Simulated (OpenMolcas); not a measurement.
# A ladder of methods for GaHClOF (SMILES [OH][Ga]([F])[Cl])

GaHClOF: 5 atoms, total charge 0, spin state singlet. SMILES: `[OH][Ga]([F])[Cl]`. Geometry: relaxed at PBE0-D4/def2-TZVP. This is one conformer, not always the lowest.

Each level gives the HOMO–LUMO gap (eV). The values are calculated.

| level | kind | program | value (eV) | CPU time |
| --- | --- | --- | --- | --- |
| HF/def2-SVPD | Hartree–Fock | OpenMolcas | 14.03 | 38 s |
| PBE/def2-SVPD | GGA | OpenMolcas | 5.36 | 69 s |
| revPBE/def2-SVPD | GGA | OpenMolcas | 5.40 | 70 s |
| M06-L/def2-SVPD | meta-GGA | OpenMolcas | 6.10 | 73 s |
| TPSS/def2-SVPD | meta-GGA | OpenMolcas | 5.63 | 81 s |
| r2SCAN/def2-SVPD | meta-GGA | OpenMolcas | 6.12 | 77 s |
| BHLYP/def2-SVPD | global hybrid | OpenMolcas | 9.99 | 64 s |
| B2PLYP/def2-SVPD | double hybrid | OpenMolcas | 10.22 | 53 s |

All-electron rows without a relativistic Hamiltonian named are non-relativistic. The values span 5.36 to 14.03 eV. Orbital gaps aren't excitation energies, and those of double hybrids come from the SCF part alone; they tend to grow with the share of exact exchange. Times are those of the runs behind each value, whatever else they computed, on shared processors of several kinds: orders of magnitude only.

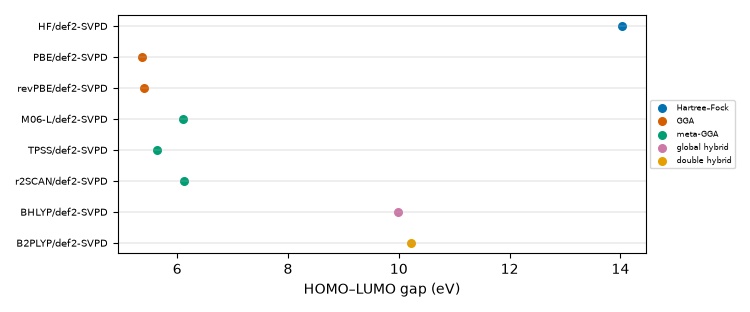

The values of the table, level by level.
